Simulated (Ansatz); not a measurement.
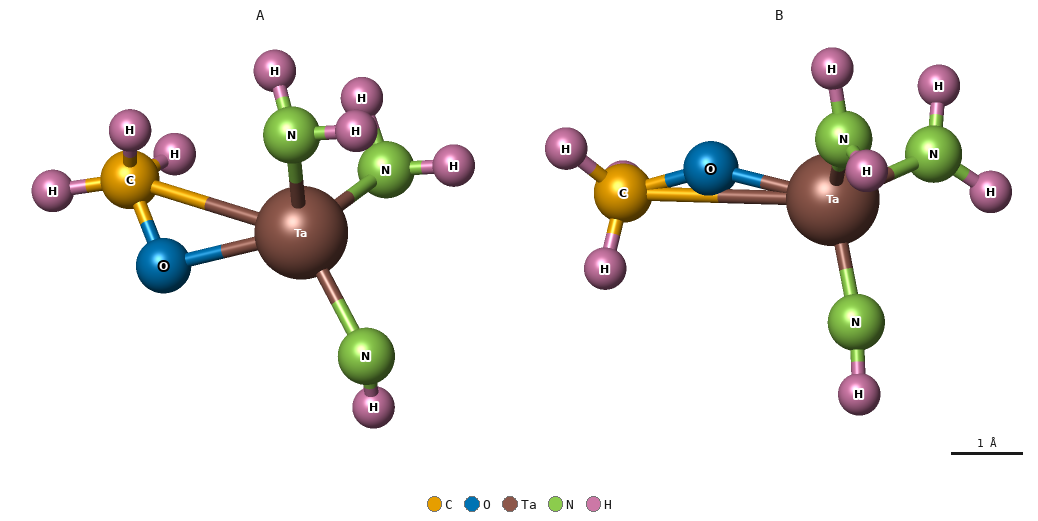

Two geometries of CH8N3OTa (coarse preliminary run), drawn at one scale. One is the start of a relaxation, the other its converged end. A ball-and-stick model, seen at a tilt.

Theory: Ansatz 0.2.0, RKS PBE-D4/def2-SVP. Settings: force threshold 0.03 eV/Å; at most 200 steps.

Q: Which of the two is the end point?

A: Structure B is the relaxed one. The start comes from a force field. The O atom moves most after the best rigid fit: 1.43 Å. By element the largest moves are O 1.43 Å, H 1.33 Å, N 0.74 Å, Ta 0.51 Å, C 0.42 Å. Some distances before and after: C–Ta 2.843 → 3.232 Å, N–Ta 2.046 → 1.790 Å, O–Ta 2.144 → 1.924 Å, N–Ta 2.198 → 2.007 Å. Bond angles that change, for instance: Ta–N–H 120.6° → 170.9°, C–O–Ta 104.5° → 152.8°, Ta–N–H 106.1° → 126.7°. After 14 accepted moves (15 points after the start) the energy has fallen by 76.5 kcal/mol. The largest force component goes from 6.6 to 0.017 eV/Å. The line search rejected the trial step at point 13 of the run.
